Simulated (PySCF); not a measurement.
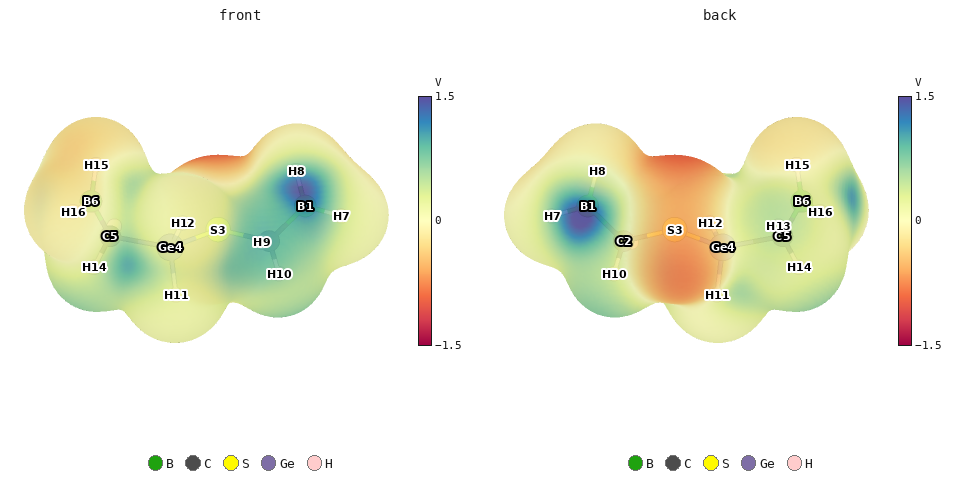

C2H10B2GeS. The electrostatic potential painted on the density surface at 0.001 e/bohr³, seen from the front and from behind; red is negative and blue positive.

Geometry: GFN2-xTB.

Theory: PySCF 2.14.0, CAM-B3LYP/def2-SVPD, SCF density, gas phase.

The calculation's input:

```
{"job": {"kind": "uv", "xc": "CAM-B3LYP", "basis": "def2-SVPD", "nstates": 8, "ntriplets": 3}, "charge": 0, "multiplicity": 1}
B      3.564926     0.370459     0.099898
C      2.356555    -0.510807     0.556277
S      0.958464    -0.582280    -0.654775
Ge    -0.766721    -0.381646     0.718324
C     -2.466165    -0.367238    -0.341365
B     -3.108669     1.017100    -0.076981
H      4.609266     0.176082     0.586012
H      3.414145     1.226621    -0.677076
H      1.964347    -0.064985     1.476520
H      2.617287    -1.541947     0.793433
H     -0.762388    -1.518256     1.744401
H     -0.514847     0.854154     1.579530
H     -2.170004    -0.544831    -1.374829
H     -3.045147    -1.220509     0.009690
H     -2.833118     1.931728    -0.751710
H     -3.825531     1.165299     0.836208
```

Run with:

```sh
OMP_NUM_THREADS=1 python probes_run.py task.json out
```

### Describe the electrostatic potential map.

The most negative region (about −0.9 V) lies over S3, the most positive (about +1.4 V) over B1.

### What dipole moment does the calculation give?

Its dipole moment is 1.46 D.
